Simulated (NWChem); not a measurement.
# quartet CH at 3 levels

Aim: a comparison of 3 runs (U-r2SCAN/def2-TZVPPD, UMP2/def2-TZVPPD, UCCSD(T)/def2-TZVPPD) of quartet CH. 

The results are computed with NWChem 7.3.0.

25 further runs of the same task are left out: 1 that didn't finish, 24 set aside as unsound or not needed. Runs told in other sessions of the task aren't counted.

## (1) The molecule

The species is CH (2 atoms), meant as a quartet with charge 0. SMILES of the parent species: `[CH]`. Geometry: relaxed at PBE0-D4/def2-TZVP. That shape belongs to the parent species and isn't relaxed for this state.

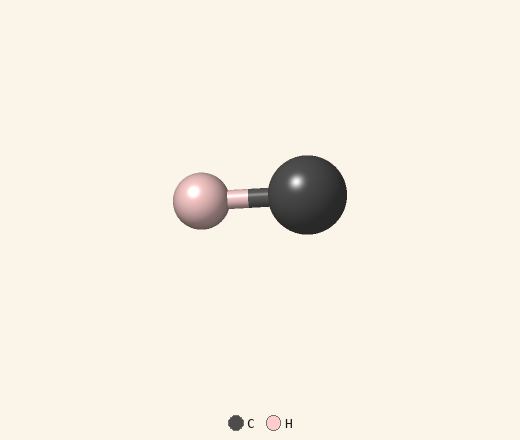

Viewed from a chosen angle; carbon dark grey, hydrogen pink.

## (2) The energy at U-r2SCAN/def2-TZVPPD (run 1)

Input file job.nw:

```
start job
memory total 2200 mb
charge 0
geometry units angstroms noautosym nocenter noautoz
  C     0.000000    0.000000   -0.004060
  H     0.000000    0.000000    1.118400
end
basis spherical bse
  * library def2-TZVPPD
end
dft
  xc r2scan
  mult 4
  grid xfine
  convergence energy 1e-08
  iterations 100
  mulliken
  print medium
end
task dft energy
```

Launch:

```sh
nwchem job.nw > job.out
```

The log of the run:

```text
[...]
          Wavefunction type:  spin polarized.
          No. of atoms     :     2
          No. of electrons :     7
[...]
          Charge           :     0
          Spin multiplicity:     4
[...]
          AO basis - number of functions:    54
[...]
              XC Information
              --------------
                      r^2SCAN Method XC Functional
               r^2SCAN metaGGA Exchange Functional  1.000
                     r^2SCAN Correlation Potential  1.000
[...]
 d= 0,ls=0.0,diis     1    -38.3992048490 -4.12D+01  6.08D-03  7.76D-02     0.8
[...]
 d= 0,ls=0.0,diis     8    -38.4524229532 -3.93D-09  8.46D-07  2.67D-09     6.0
[...]
         Total DFT energy =      -38.452422953221
      One electron energy =      -56.682668834021
           Coulomb energy =       21.073804584014
    Exchange-Corr. energy =       -5.672223861881
 Nuclear repulsion energy =        2.828665158668
[...]
      Total Density - Mulliken Population Analysis
     ---------------------------------------------
    Atom       Charge   Shell Charges
 -----------   ------   -------------------------------------------------------
    1 C    6     6.14   0.86  1.12  0.54  0.72  0.19  0.00  1.09  1.16  0.46  0.00  0.00  0.00  0.00
    2 H    1     0.86   0.24  0.45  0.11  0.01  0.04  0.01  0.00
[...]
      <S2> =      3.7528 (Exact =     3.7500)
[...]
```

Run time: 6.6 s. Hardware: 1 thread of Intel Xeon 6975P-C (Granite Rapids), shared host; peak memory 0.12 GiB.

## (3) A single-point energy at UMP2/def2-TZVPPD (run 2)

Input file ch.nw:

```
echo
start ch
memory total 2200 mb

geometry units bohr noautosym nocenter noautoz
C   0.00000000  0.00000000 -0.00767229
H   0.00000000  0.00000000  2.11346970
end

basis spherical bse
* library def2-TZVPPD
end

scf
quartet
uhf
thresh 1e-08
maxiter 80
print medium
end

mp2
freeze core 1
tight
end

task mp2
```

Launch:

```sh
nwchem ch.nw > ch.out
```

The log of the run:

```text
[...]
  functions       =    54
[...]
  wavefunction    = UHF
[...]
         Total SCF energy =    -38.288798406468
      One electron energy =    -56.654732346191
      Two electron energy =     15.537268990235
 Nuclear repulsion energy =      2.828664949488
                       Sz =      1.5000
                 Sz(Sz+1) =      3.7500
                      S^2 =      3.7543
[...]
          Total MP2 energy           -38.367296829117
[...]
```

Wall time 3.3 s (1 thread of Intel Xeon 6975P-C (Granite Rapids), shared host); peak memory 0.11 GiB.

## (4) The energy at UCCSD(T)/def2-TZVPPD (run 3)

Input file work.xyz:

```xyz
2
CH
C      0.000000     0.000000    -0.004060
H      0.000000     0.000000     1.118400
```

Input file work.nw:

```
start work
title "CH"
memory 2200 mb

geometry units angstrom noautosym nocenter noautoz
 load format xyz work.xyz
end

basis "ao basis" spherical bse
 * library def2-TZVPPD
end

scf
 quartet
 uhf
 thresh 1e-08
 maxiter 80
 print medium
end

tce
 scf
 ccsd(t)
 freeze core 1
 maxiter 60
end

task tce energy
```

Launch:

```sh
nwchem work.nw > work.out
```

The log of the run:

```text
[...]
  functions       =    54
[...]
  wavefunction    = UHF
[...]
         Total SCF energy =    -38.288798411697
      One electron energy =    -56.654732728137
      Two electron energy =     15.537269157772
 Nuclear repulsion energy =      2.828665158668
                       Sz =      1.5000
                 Sz(Sz+1) =      3.7500
                      S^2 =      3.7543
[...]
         Wavefunction type : Unrestricted Hartree-Fock
          No. of electrons :     7
[...]
         Spin multiplicity : quartet
[...]
 CCSD total energy / hartree       =       -38.383432381996919
[...]
 CCSD[T] total energy / hartree       =       -38.385906713533458
[...]
 CCSD(T) total energy / hartree       =       -38.385828850094910
[...]
```

Run time: 7.2 s. Hardware: 1 thread of Intel Xeon 6975P-C (Granite Rapids), shared host; peak memory 0.35 GiB.

## (5) All runs side by side

```tsv
run	level	integration grid	iteration cap	energy (Eh)	HOMO energy (eV)	LUMO energy (eV)	⟨S²⟩	wall time
1	U-r2SCAN/def2-TZVPPD	xfine	100	-38.452423	-6.50	-3.99	3.753	6.6 s
2	UMP2/def2-TZVPPD	–	80	-38.367297	-11.86	0.93	3.754	3.3 s
3	UCCSD(T)/def2-TZVPPD	–	80	-38.385829	-11.86	0.93	3.754	7.2 s
```

## (6) Summary of results

```
                                                         quantity         value
                                              run 3: total energy  -38.38583 Eh
run 3: HOMO energy (Hartree–Fock orbitals) (highest over α and β)     -11.86 eV
 run 3: LUMO energy (Hartree–Fock orbitals) (lowest over α and β)       0.93 eV
                run 3: correlation energy (1 core orbital frozen)     -97.0 mEh
                                            run 3: (T) correction     -2.40 mEh
                         run 3: ⟨S²⟩ of the reference determinant         3.754
```

All runs together took 17 s, the longest 7.2 s.
